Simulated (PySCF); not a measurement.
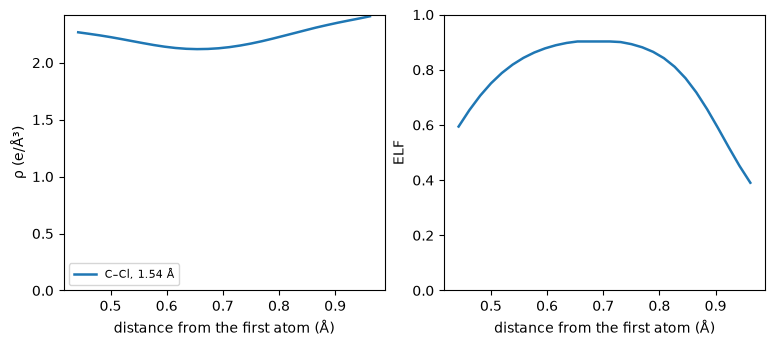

CCl (charge +1). Electron density and electron localisation function along straight lines between neighbouring atoms. The curves leave out the atomic cores.

The calculation used PBE0/def2-TZVP, non-relativistic Hamiltonian with scalar-relativistic core potentials where named, at a bond length of 1.539 Å (PySCF).

**What can be read from the curves?**

C–Cl (1.54 Å): the density is about 2.2 e/Å³ at the midpoint; the ELF peaks at about 0.90 between the atoms: localised, covalent bonding.
